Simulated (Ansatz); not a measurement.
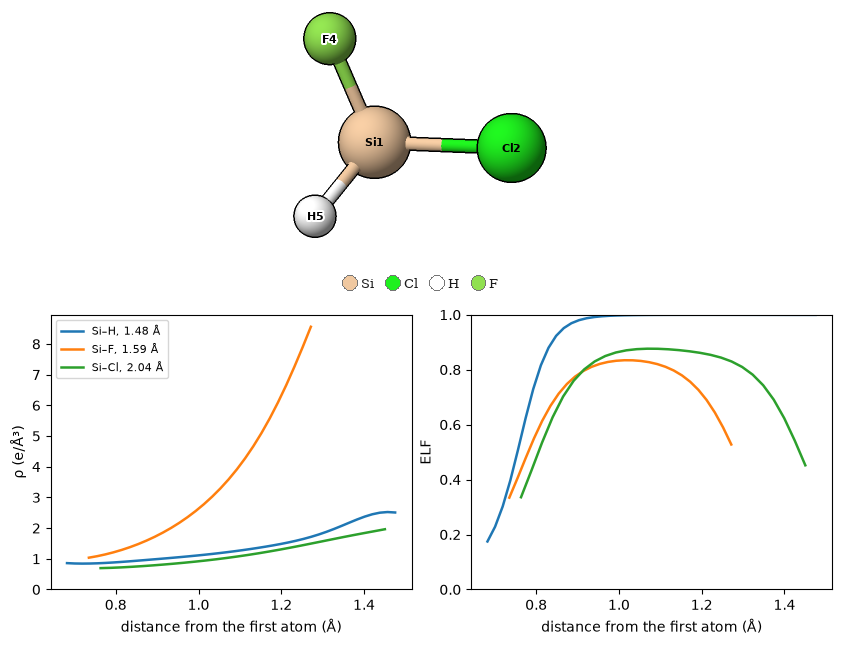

ClFH2Si. Total electron density and ELF along straight lines between neighbouring atoms. The curves leave out the atomic cores. The structure is drawn too.

The product side of a reaction path; geometry: PBE0-D4/def2-TZVP.

These are results of RKS PBE0-D4/def2-TZVPP (Ansatz 0.2.0), not measurements.

| atom | x (Å) | y (Å) | z (Å) |
| --- | --- | --- | --- |
| Si | -0.0952 | 0.0666 | 0.0327 |
| Cl | 1.1735 | -1.5160 | -0.1387 |
| H | -1.3988 | -0.3022 | -0.5508 |
| F | 0.4945 | 1.2887 | -0.7948 |
| H | -0.1740 | 0.4629 | 1.4515 |

Compare the contacts.

Answer. Si–H (1.48 Å): ρ is about 0.85 e/Å³ halfway; the ELF climbs to about 1 towards the hydrogen, as it does in any bond to H.
Si–F (1.59 Å): ρ is about 1.2 e/Å³ halfway; the ELF peaks at about 0.85 in the valence shell of F, 0.6 Å from its nucleus, and is about 0.55 at the midpoint.
Si–Cl (2.04 Å): the density is about 0.95 e/Å³ at the midpoint; the ELF peaks at about 0.90 between the atoms; a polar covalent bond.
